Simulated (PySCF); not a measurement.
SMILES [SiH3]CCF (C2H7FSi) at its GFN2-xTB optimised geometry (Å):

```
11

F      1.4994    -0.6724     0.0000
C      0.1227    -0.6724     0.0000
C     -0.4109     0.7471     0.0000
Si     0.2109     1.7631    -1.4922
H     -0.1826    -1.2324     0.8920
H     -0.1851    -1.2180    -0.8983
H     -0.1134     1.2324     0.9305
H     -1.4994     0.6922     0.0029
H      1.6668     1.8533    -1.4613
H     -0.3924     3.0937    -1.3948
H     -0.2404     1.0956    -2.7165
```

Method: B3LYP/def2-TZVP (PySCF). Cells within 0.4 Å of a nucleus heavier than hydrogen are left out (blank, or x).

Map of the electron localisation function on the plane z = 0.0 Å:

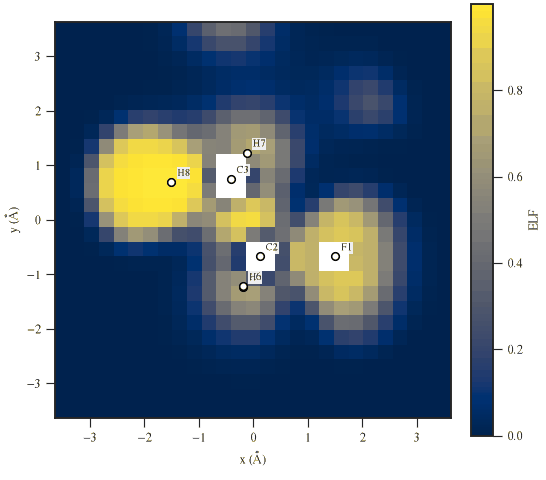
Fig. 1. Electron localisation function on the plane z = 0.0 Å.
